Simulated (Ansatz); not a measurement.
SiH3Cl2O: geometry relaxation (part 2 of 2)

The same run, continued: SiH3Cl2O, multiplicity 2; UKS BHLYP-D4/def2-SVP (Ansatz 0.2.0). The input holds or restrains some coordinates. It belongs to a series of runs on one base structure; here: pulled along the bonds that form and break, towards end B.

Geometry of the input (Å):
```
Si 0.0000  0.0000  0.0000
H  0.0000  0.0000  1.7100
Cl 2.0086  0.0000  -0.7093
Cl -1.0032  1.7381  -0.7093
H  -0.6877  -1.1914  -0.4862
O  0.0000  0.0000  3.0200
H  -0.5144  -0.8011  3.3571
```

```
mean field -35006.93276964 eV, -1286.4810507328 hartree, gradient 3.0e-5 eV, S^2 0.752678; 1 other end points of the search recorded, 0 dependent functions left out
the calculation of the forces begins
reference -35006.93292122 eV, -1286.4810563033 hartree; 30, 29 occupied and 53, 54 virtual orbitals, 830 factors
Total energy: -35007.17211664 eV, -1286.4898465729 hartree
Atom 0 at    -0.226394     0.263582     0.078777 Å, force    -0.117531     0.007426    -0.247350 eV/Å
Atom 1 at     0.544273     0.237780     2.635492 Å, force    -0.282640    -0.868508    -0.009011 eV/Å
Atom 2 at     1.826683     0.167382    -0.203790 Å, force    -0.010876     0.009995     0.080737 eV/Å
Atom 3 at    -1.012049     1.422441    -1.469583 Å, force     0.001533     0.034939    -0.053319 eV/Å
Atom 4 at    -0.787364    -1.082959    -0.121718 Å, force    -0.031709    -0.055295    -0.016988 eV/Å
Atom 5 at     0.134551    -0.608727     2.379042 Å, force     0.513987     0.873802     0.201046 eV/Å
Atom 6 at    -0.676402    -0.653899     2.884079 Å, force    -0.072764    -0.002359     0.044885 eV/Å
Dipole moment:    -0.267993    -0.034876     0.858877 e Å
```

Trajectory as extended XYZ (Å, eV, eV/Å), 14 of the 25 frames kept, from step=1 to step=25:
```
7
Properties=species:S:1:pos:R:3:forces:R:3 step=1 energy=-35005.69115
Si    0.0000    0.0000    0.0000    0.7283   1.2313  -0.2294
H     0.0000    0.0000    1.7100   -0.0638  -0.0879   0.8828
Cl    2.0086    0.0000   -0.7093   -1.3545  -0.0130   0.4862
Cl   -1.0032    1.7381   -0.7093    0.6547  -1.1606   0.4778
H    -0.6877   -1.1914   -0.4862   -0.1142  -0.1992  -0.1992
O     0.0000    0.0000    3.0200   -0.8393  -1.3125  -0.2648
H    -0.5144   -0.8011    3.3571    0.9888   1.5419  -1.1533
7
Properties=species:S:1:pos:R:3:forces:R:3 step=3 energy=-35006.50105
Si    0.0155    0.0261   -0.2951    0.1852   0.3001   1.7344
H    -0.0083   -0.0130    2.0956   -0.1733  -0.2661  -3.4095
Cl    2.0037   -0.0006   -0.7201    0.1505  -0.0159  -0.5875
Cl   -1.0015    1.7339   -0.7203   -0.0958   0.1343  -0.5910
H    -0.6990   -1.2111   -0.5084   -0.2510  -0.4361  -0.8442
O    -0.0066   -0.0104    2.9996   -0.2880  -0.4531   4.3955
H    -0.5004   -0.7792    3.3310    0.4724   0.7368  -0.6977
7
Properties=species:S:1:pos:R:3:forces:R:3 step=5 energy=-35006.91326
Si    0.0051   -0.0002   -0.2492    0.0165  -0.0607  -0.3347
H     0.1014    0.0987    2.3736   -0.1312  -0.2731   1.3779
Cl    1.9427    0.0388   -0.9386   -0.0226  -0.0525   0.0770
Cl   -0.9710    1.6827   -0.9115   -0.0588  -0.0096   0.0585
H    -0.6750   -1.1998   -0.8171    0.0678   0.1246   0.1363
O     0.0280   -0.0936    3.3354    0.2763   0.4128  -1.2813
H    -0.6279   -0.7810    3.3897   -0.1480  -0.1415  -0.0336
7
Properties=species:S:1:pos:R:3:forces:R:3 step=7 energy=-35006.93990
Si    0.0033    0.0036   -0.2483    0.0128  -0.0114  -0.0564
H     0.0788    0.2064    2.4081   -0.0442  -0.3385   0.9350
Cl    1.9475    0.0171   -0.9062    0.0048  -0.0207   0.0009
Cl   -0.9867    1.6769   -0.9140   -0.0289   0.0052  -0.0157
H    -0.6785   -1.2032   -0.7743    0.0182   0.0250   0.0226
O     0.0839   -0.1700    3.3071    0.1126   0.3692  -0.8578
H    -0.6451   -0.7851    3.3098   -0.0752  -0.0289  -0.0286
7
Properties=species:S:1:pos:R:3:forces:R:3 step=8 energy=-35006.95011
Si    0.0056    0.0130   -0.2426    0.0277  -0.0037  -0.0401
H     0.0543    0.2229    2.4136   -0.0678  -0.2390   0.5770
Cl    1.9490    0.0167   -0.9034    0.0032  -0.0175   0.0014
Cl   -0.9872    1.6758   -0.9310   -0.0309   0.0149  -0.0234
H    -0.6755   -1.1995   -0.7517    0.0072   0.0022   0.0147
O     0.1060   -0.2057    3.2784    0.4091   0.4407  -0.4716
H    -0.6490   -0.7776    3.3190   -0.3485  -0.1976  -0.0579
7
Properties=species:S:1:pos:R:3:forces:R:3 step=10 energy=-35006.95356
Si    0.0131    0.0267   -0.2183   -0.0071   0.0062  -0.0318
H     0.0178    0.2843    2.4262    0.1771  -0.6519   1.1502
Cl    1.9506    0.0060   -0.8942    0.0128   0.0006  -0.0035
Cl   -0.9940    1.6697   -0.9430   -0.0010  -0.0006  -0.0248
H    -0.6712   -1.1959   -0.6962    0.0024  -0.0116   0.0228
O     0.1521   -0.2729    3.2241   -0.3517   0.5522  -1.1349
H    -0.6651   -0.7722    3.2837    0.1676   0.1050   0.0219
7
Properties=species:S:1:pos:R:3:forces:R:3 step=12 energy=-35006.98012
Si    0.0027    0.0534   -0.1928   -0.0025   0.0075  -0.0342
H     0.0068    0.3255    2.4514    0.1546  -0.5939   0.8366
Cl    1.9456   -0.0009   -0.8535    0.0092  -0.0022  -0.0003
Cl   -0.9932    1.6659   -1.0007   -0.0060   0.0073  -0.0326
H    -0.6816   -1.1847   -0.6285    0.0060  -0.0170   0.0284
O     0.1788   -0.3275    3.1559   -0.2069   0.5527  -0.8054
H    -0.6558   -0.7861    3.2504    0.0456   0.0456   0.0075
7
Properties=species:S:1:pos:R:3:forces:R:3 step=14 energy=-35006.99508
Si   -0.0058    0.0876   -0.1745   -0.0160  -0.0186   0.0166
H     0.0071    0.3481    2.4719    0.2672  -0.8212   0.8763
Cl    1.9413    0.0001   -0.8184    0.0202  -0.0015  -0.0140
Cl   -0.9967    1.6600   -1.0648   -0.0130   0.0106  -0.0575
H    -0.6865   -1.1727   -0.5506    0.0118   0.0062   0.0200
O     0.2024   -0.3904    3.0864   -0.4183   0.7774  -0.8535
H    -0.6584   -0.7871    3.2323    0.1481   0.0471   0.0120
7
Properties=species:S:1:pos:R:3:forces:R:3 step=16 energy=-35007.01725
Si   -0.0078    0.1199   -0.1345   -0.0473  -0.0493   0.1027
H     0.0027    0.3995    2.5154    0.4889  -1.2604   0.6223
Cl    1.9464    0.0030   -0.7647   -0.0049  -0.0044  -0.0463
Cl   -1.0059    1.6444   -1.1087   -0.0074  -0.0138  -0.1154
H    -0.6839   -1.1654   -0.4373    0.0420   0.0769  -0.0182
O     0.2055   -0.4980    2.8726   -1.1003   1.2429  -0.3363
H    -0.6537   -0.7578    3.2395    0.6290   0.0081  -0.2088
7
Properties=species:S:1:pos:R:3:forces:R:3 step=18 energy=-35007.05471
Si   -0.0372    0.1532   -0.0889    0.0766   0.1397  -0.0667
H     0.0523    0.4198    2.5599    0.3280  -1.1628   0.4592
Cl    1.9279    0.0019   -0.6963   -0.0603  -0.0024   0.0224
Cl   -1.0070    1.6156   -1.1910    0.0078  -0.0396  -0.0475
H    -0.7021   -1.1343   -0.3582   -0.0445  -0.0881   0.0037
O     0.2119   -0.5178    2.8057   -0.5543   1.1865  -0.2924
H    -0.6426   -0.7928    3.1510    0.2467  -0.0332  -0.0787
7
Properties=species:S:1:pos:R:3:forces:R:3 step=19 energy=-35007.07153
Si   -0.0335    0.1925   -0.0658    0.0419   0.0890  -0.1300
H     0.0569    0.4239    2.5870    0.2766  -1.1729   0.3979
Cl    1.9215   -0.0019   -0.6944   -0.0473  -0.0042   0.0410
Cl   -1.0038    1.5952   -1.2469    0.0091  -0.0505  -0.0177
H    -0.7084   -1.1058   -0.2626   -0.0289  -0.0358   0.0137
O     0.2096   -0.5290    2.7666   -0.3782   1.2006  -0.2598
H    -0.6391   -0.8292    3.0984    0.1267  -0.0264  -0.0451
7
Properties=species:S:1:pos:R:3:forces:R:3 step=21 energy=-35007.09582
Si   -0.1397    0.2707    0.0565   -0.0529   0.0101  -0.4886
H     0.2371    0.4235    2.7008    0.0211  -1.9638  -0.0718
Cl    1.8489    0.0386   -0.4449    0.0596  -0.0255   0.1435
Cl   -0.9706    1.4805   -1.4335   -0.0324  -0.0429   0.1274
H    -0.7993   -1.0463   -0.0805   -0.0286   0.0296   0.0638
O     0.2409   -0.5602    2.5343   -0.0603   1.9321   0.2183
H    -0.6140   -0.8611    2.8496    0.0935   0.0605   0.0074
7
Properties=species:S:1:pos:R:3:forces:R:3 step=23 energy=-35007.13089
Si   -0.1880    0.2921    0.0621   -0.0997  -0.2639  -0.3749
H     0.4071    0.3228    2.6630   -0.1476  -1.2882  -0.1274
Cl    1.8479    0.1117   -0.2978   -0.0817   0.0239   0.1139
Cl   -0.9935    1.4348   -1.4847   -0.0036   0.0918  -0.0188
H    -0.8100   -1.0428   -0.1109    0.0466   0.1049   0.0680
O     0.1743   -0.6005    2.4162   -0.4394   1.2558   0.8835
H    -0.6345   -0.7725    2.9344    0.7253   0.0756  -0.5443
7
Properties=species:S:1:pos:R:3:forces:R:3 step=25 energy=-35007.17197
Si   -0.2264    0.2636    0.0788   -0.1175   0.0074  -0.2473
H     0.5443    0.2378    2.6355   -0.2826  -0.8685  -0.0090
Cl    1.8267    0.1674   -0.2038   -0.0109   0.0100   0.0807
Cl   -1.0120    1.4224   -1.4696    0.0015   0.0349  -0.0533
H    -0.7874   -1.0830   -0.1217   -0.0317  -0.0553  -0.0170
O     0.1346   -0.6087    2.3790    0.5140   0.8738   0.2010
H    -0.6764   -0.6539    2.8841   -0.0728  -0.0024   0.0449
```

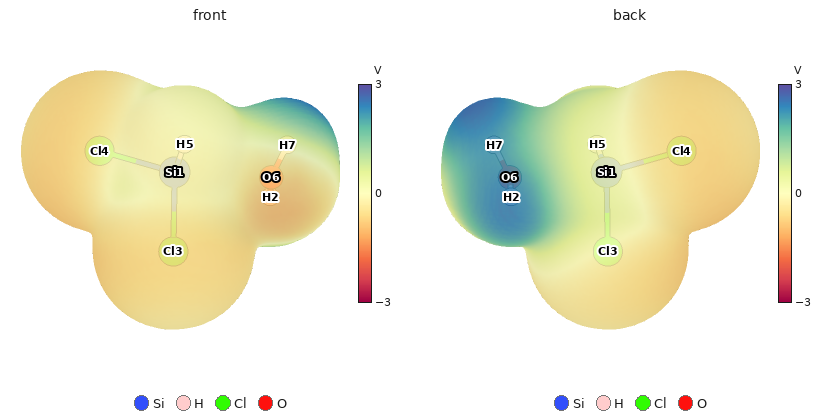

The molecular electrostatic potential painted on the density surface at 0.001 e/bohr³, seen face on and from behind; red is negative and blue positive.

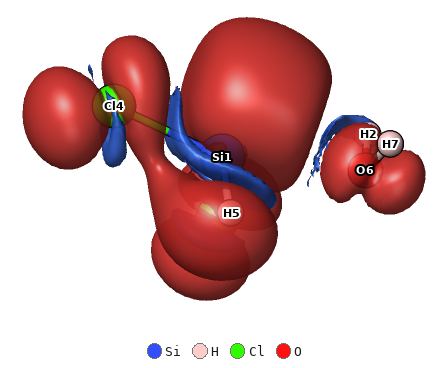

Isosurfaces of the spin density at +0.004 (red) and −0.004 e/Å³ (blue), seen from the side. The unpaired spin (1 electron) lies mostly on Si1 (about 0.7), Cl4 (about 0.1) and Cl3 (about 0.1), in electrons by Hirshfeld's partition.
